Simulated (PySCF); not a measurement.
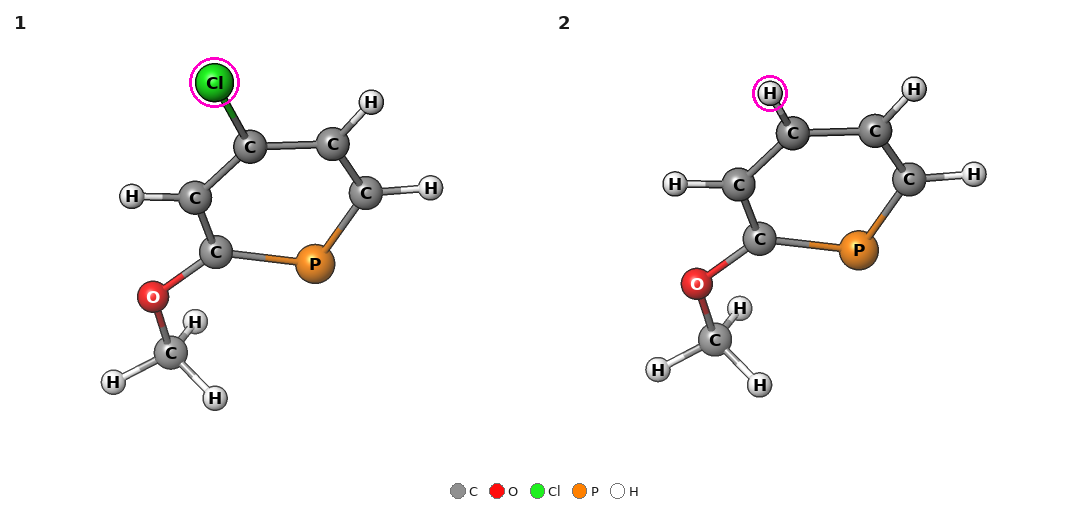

2 molecules with one skeleton, seen from the same side and at one scale; the atom that differs is circled. Each species is neutral and a spin singlet. Computed geometries: GFN2-xTB optimisations, one conformation each. Properties computed with PySCF 2.14.0.

One atom differs, called X below: Cl in panel 1, H in panel 2. Their formulas are C6H6ClOP (`COc1cc(Cl)ccp1`), C6H7OP (`COc1ccccp1`).

In which is the GIAO shielding of the C bonded to X larger (PBE0/pcSseg-1)?

In panel 2 (X = H).

In which is the Hirshfeld charge of X higher (PBE0/pcSseg-1)?

In panel 2 (X = H).

Give the values. With GFN2-xTB: length of X–C (Å), mean angle X–C–C (°). With PBE0/pcSseg-1: dipole moment (D), HOMO energy (Kohn–Sham orbital) (eV), HOMO–LUMO gap (eV), Hirshfeld charge of X (e), GIAO shielding of the C bonded to X (ppm).

```
                                 quantity  1 (Cl)  2 (H)   2 − 1
                        length of X–C (Å)   1.730  1.080  −0.650
                     mean angle X–C–C (°)   118.1  118.6    +0.5
                        dipole moment (D)    1.49   0.34   −1.15
     HOMO energy (Kohn–Sham orbital) (eV)   −6.80  −6.63   +0.17
                       HOMO–LUMO gap (eV)    5.22   5.32   +0.10
                Hirshfeld charge of X (e)   −0.02   0.06   +0.08
GIAO shielding of the C bonded to X (ppm)    37.4   50.6   +13.2
```

The geometry is semi-empirical. Around P such bond lengths and angles can be off by a tenth of an ångström or more and by several degrees, and values that hang on the shape move with them.
